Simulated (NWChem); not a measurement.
# One shape, several levels: GeNH4S− (SMILES [NH2][GeH-][SH])

Wanted: a comparison of 3 runs (HF/STO-3G, HF/3-21G, B3LYP/6-31G*) of GeNH4S−. 

The results are computed with NWChem 7.3.0.

## 1. The structure to begin with

GeNH4S−: 7 atoms, total charge -1, spin state singlet. As SMILES, `[NH2][GeH-][SH]`. Geometry: a GFN2-xTB relaxation, a rough one for these elements and not checked as a minimum. This is one conformer, not always the lowest.

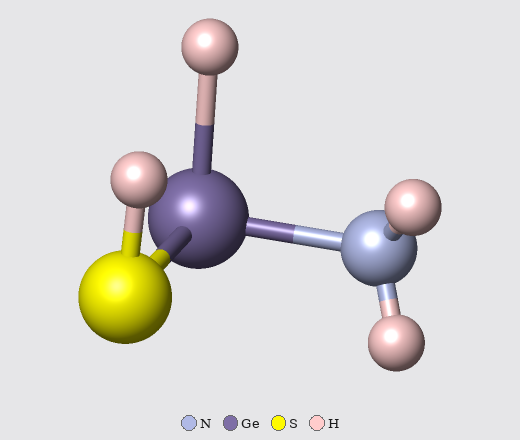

Viewed from a chosen angle; nitrogen light blue, germanium purple, sulfur yellow, hydrogen pink.

## 2. Energy and forces at HF/STO-3G (run 1)

geom.nw reads:

```
start geom
title "GeH4NS hf"
memory stack 880 mb heap 220 mb global 1100 mb
charge -1

geometry noautosym nocenter noautoz
  N     -1.401130     0.422600    -0.048950
  Ge    -0.116130    -0.371570     1.162250
  S      1.326060    -1.506120    -0.480010
  H     -0.942680     0.974270    -0.764330
  H     -1.913320    -0.302600    -0.544710
  H      1.005370     1.187270     1.168370
  H      2.041840    -0.403860    -0.492620
end

basis spherical bse
  * library STO-3G
end

scf
  thresh 1e-08
  maxiter 80
end

task scf gradient
```

On the command line:

```sh
$ nwchem geom.nw > geom.out
```

The log of the run:

```text
[...]
  functions       =    36
[...]
  wavefunction    = RHF
[...]
         Total SCF energy =  -2500.807346465043
      One-electron energy =  -4007.314004024324
      Two-electron energy =   1264.100326536941
 Nuclear repulsion energy =    242.406331022341
        Time for solution =      2.2s
[...]
                         RHF ENERGY GRADIENTS
    atom               coordinates                        gradient
                 x          y          z           x          y          z
   1 N      -2.647752   0.798598  -0.092502   -0.025657   0.008752  -0.048886
   2 Ge     -0.219454  -0.702165   2.196334   -0.046257  -0.057697   0.035362
   3 S       2.505890  -2.846154  -0.907087    0.032747  -0.023627  -0.030878
   4 H      -1.781407   1.841103  -1.444374   -0.005642  -0.005632   0.020450
   5 H      -3.615651  -0.571831  -1.029353    0.005195   0.009247   0.012594
   6 H       1.899874   2.243615   2.207899    0.052719   0.071088   0.001883
   7 H       3.858518  -0.763185  -0.930917   -0.013106  -0.002132   0.009476
[...]
```

Run time: 4.5 s. Hardware: 1 thread of Intel Xeon Platinum 8488C (Sapphire Rapids), shared host; peak memory 0.1 GiB.

## 3. Energy and forces at HF/3-21G (run 2)

test.nw reads:

```
start test
title "GeH4NS"
memory stack 880 mb heap 220 mb global 1100 mb
charge -1
geometry noautosym nocenter noautoz
  N    -1.401130    0.422600   -0.048950
  Ge   -0.116130   -0.371570    1.162250
  S     1.326060   -1.506120   -0.480010
  H    -0.942680    0.974270   -0.764330
  H    -1.913320   -0.302600   -0.544710
  H     1.005370    1.187270    1.168370
  H     2.041840   -0.403860   -0.492620
end
basis "ao basis" spherical bse
  * library 3-21G
end
scf
  singlet
  rhf
  thresh 1e-08
  maxiter 80
end
task scf gradient
```

On the command line:

```sh
$ nwchem test.nw > test.out
```

The log of the run:

```text
[...]
  functions       =    52
[...]
  wavefunction    = RHF
[...]
         Total SCF energy =  -2517.392930923716
      One-electron energy =  -4004.484027080557
      Two-electron energy =   1244.684765134500
 Nuclear repulsion energy =    242.406331022341
        Time for solution =      3.0s
[...]
                         RHF ENERGY GRADIENTS
    atom               coordinates                        gradient
                 x          y          z           x          y          z
   1 N      -2.647752   0.798598  -0.092502   -0.024199   0.015836  -0.005316
   2 Ge     -0.219454  -0.702165   2.196334    0.011533  -0.041952  -0.003704
   3 S       2.505890  -2.846154  -0.907087    0.002023   0.017384   0.004705
   4 H      -1.781407   1.841103  -1.444374    0.003821  -0.004681  -0.001035
   5 H      -3.615651  -0.571831  -1.029353    0.004724  -0.002732  -0.004119
   6 H       1.899874   2.243615   2.207899    0.021047   0.029877   0.000252
   7 H       3.858518  -0.763185  -0.930917   -0.018948  -0.013732   0.009217
[...]
```

It took 5.1 s on 1 thread of Intel Xeon Platinum 8488C (Sapphire Rapids), shared host; peak memory 0.099 GiB.

## 4. Energy and forces at B3LYP/6-31G(d) (Cartesian functions) (run 3)

run.nw reads:

```
START run
memory stack 880 mb heap 220 mb global 1100 mb
charge -1
GEOMETRY units angstroms noautosym nocenter noautoz
  N    -1.401130    0.422600   -0.048950
  Ge   -0.116130   -0.371570    1.162250
  S     1.326060   -1.506120   -0.480010
  H    -0.942680    0.974270   -0.764330
  H    -1.913320   -0.302600   -0.544710
  H     1.005370    1.187270    1.168370
  H     2.041840   -0.403860   -0.492620
END
BASIS cartesian
  * library 6-31G*
END
DFT
  xc b3lyp
  grid xfine
  convergence energy 1e-08
  maxiter 100
  mulliken
END
TASK dft gradient
```

On the command line:

```sh
$ nwchem run.nw > run.out
```

The log of the run:

```text
[...]
          Wavefunction type:  closed shell.
          No. of atoms     :     7
          No. of electrons :    60
[...]
          Charge           :    -1
          Spin multiplicity:     1
[...]
          AO basis - number of functions:    77
[...]
              XC Information
              --------------
                         B3LYP Method XC Potential
                     Hartree-Fock (Exact) Exchange  0.200
                        Slater Exchange Functional  0.800 local
                    Becke 1988 Exchange Functional  0.720 non-local
              Lee-Yang-Parr Correlation Functional  0.810
                  VWN I RPA Correlation Functional  0.190 local
[...]
 d= 0,ls=0.0,diis     1  -2531.8061667829 -2.77D+03  4.14D-02  7.98D+00     4.2
[...]
 d= 0,ls=0.0,diis    10  -2532.1613144051 -6.18D-09  8.84D-07  7.10D-09    28.3
         Total DFT energy =    -2532.161314405130
      One electron energy =    -4017.150484468436
           Coulomb energy =     1355.914816241977
    Exchange-Corr. energy =     -113.331977201012
 Nuclear repulsion energy =      242.406331022341
[...]
      Total Density - Mulliken Population Analysis
     ---------------------------------------------
    Atom       Charge   Shell Charges
 -----------   ------   -------------------------------------------------------
    1 N    7     7.83   1.99  0.79  2.45  0.90  1.68  0.02
    2 Ge  32    32.02   2.00  1.99  6.00  1.93  5.99  1.46  1.52  0.36  0.58  6.92  2.98  0.29
    3 S   16    16.55   2.00  1.99  5.97  1.38  3.04  0.57  1.60 -0.00
    4 H    1     0.73   0.51  0.22
    5 H    1     0.74   0.51  0.23
    6 H    1     1.20   0.44  0.76
    7 H    1     0.92   0.51  0.41
[...]
  wavefunction    = closed shell
                         DFT ENERGY GRADIENTS
    atom               coordinates                        gradient
                 x          y          z           x          y          z
   1 N      -2.647752   0.798598  -0.092502    0.005231  -0.006869  -0.004879
   2 Ge     -0.219454  -0.702165   2.196334   -0.012768  -0.023451  -0.005961
   3 S       2.505890  -2.846154  -0.907087    0.003975   0.016914   0.001324
   4 H      -1.781407   1.841103  -1.444374   -0.002998  -0.001529   0.004270
   5 H      -3.615651  -0.571831  -1.029353    0.000557   0.003748   0.000552
   6 H       1.899874   2.243615   2.207899    0.018826   0.025548   0.000475
   7 H       3.858518  -0.763185  -0.930917   -0.012823  -0.014361   0.004219
[...]
```

Wall time 40 s (1 thread of Intel Xeon Platinum 8488C (Sapphire Rapids), shared host); peak memory 0.14 GiB.

## 5. The series

```csv
run,level,Cartesian functions,iteration cap,energy (Eh),HOMO energy (eV),LUMO energy (eV),HOMO–LUMO gap (eV),wall time
1,HF/STO-3G,no,80,-2500.807346,1.44,15.66,14.22,4.5 s
2,HF/3-21G,no,80,-2517.392931,-2.82,8.43,11.26,5.1 s
3,B3LYP/6-31G* (Cartesian functions),yes,100,-2532.161314,-0.47,4.93,5.41,40 s
```

## 6. What came out

```
                                                    quantity           value
                                         run 3: total energy  -2532.16131 Eh
                                          run 3: HOMO energy        -0.47 eV
                                          run 3: LUMO energy         4.93 eV
run 3: HOMO–LUMO gap (to an unbound level, set by the basis)         5.41 eV
                             run 3: largest force on an atom      1.632 eV/Å
```

The HOMO–LUMO gap runs from 5.41 eV (B3LYP/6-31G*) to 14.22 eV (HF/STO-3G). The two ends differ in method and basis. The empty levels of an anion lie above zero and hang on the basis. In run 1 the HOMO lies above zero, so the outermost electron may be held by the basis alone. In run 1 the basis is minimal, so the values are rough. All runs together took 49 s, the longest 40 s.
